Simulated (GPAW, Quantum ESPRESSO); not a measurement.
The N K edge of atom 2 in TaN (Fm-3m), with 6 Ta at 2.18 Å (octahedral, site symmetry m-3m), was computed in 2 ways: excited-electron core hole (neutral cell) and no core hole. Program and functional: Quantum ESPRESSO XSpectra, PBE, without spin-orbit coupling, Lorentzian half width 0.3 eV up to 4 eV, rising linearly to 2.5 eV at 25 eV; cells of 2 and 16 atoms (the run without a hole in the smaller).

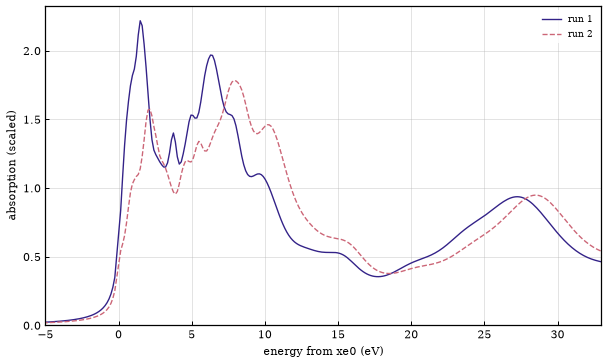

Each run is counted from its own lowest empty level or Fermi level and scaled to a mean of 1 over its first 20 eV.

Question: Which run is which?

Run 1: excited-electron core hole (neutral cell) (area from −2 to 6 eV 9.3, main maxima 1.5 eV (2.22), 3.8 eV (1.40) and 6.3 eV (1.97)). Run 2: no core hole (area from −2 to 6 eV 7.1, main maxima 2.1 eV (1.57), 5.5 eV (1.34), 7.9 eV (1.78) and 10.2 eV (1.46)). With each curve scaled to its own mean, the area from −2 to 6 eV with the hole is 9.3 against 7.1, and the centre of weight from −1 to 20 eV moves by -1.0 eV: the hole pulls the absorber's empty states down.

[Hosts, paths, dates, database ids (printed as entryN), source tags and the programs' standing remarks are cut or masked in the printed files.]

[Lists of maxima count a maximum above −3 eV only where it reaches 4 % of the highest in the window and stands out from its surroundings by 2 % of it (1.5 % where it reaches 55 %); shoulders and weaker maxima are passed over, and of the rest the first, up to two pre-edge ones and the few strongest are named.]
